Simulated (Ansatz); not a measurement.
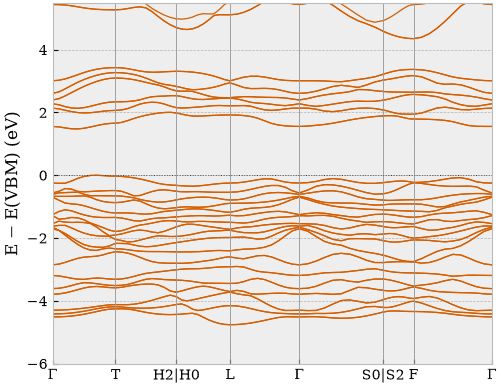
*Band structure from DFT-LDA with spin–orbit coupling in the program Ansatz with PAW potentials*

Question: Read off the gap and where the band edges lie.

Answer: About 1.5 eV (1.47 eV by a search for the band edges); maximum on the Γ–T line, 67 % of the way from Γ, minimum on the Γ–T line, 36 % of the way from Γ.

The material is SbI$_{3}$ in space group R-3 (No. 148; Sb on 6c, I on 18f).

The first step of the workflow began from a Materials Project structure, measured or hypothetical; the Crystallography Open Database files this formula in space group No. 148, but the cells were not matched. Its standing as an ambient phase is unchecked. Symmetry was held in the LDA relaxation; whether a distortion lowers the energy is not shown. A crystal of weakly bound layers computed without a dispersion correction: the cell and the soft elastic constants depend strongly on that.

Potentials: the later of the program's two PAW sets.
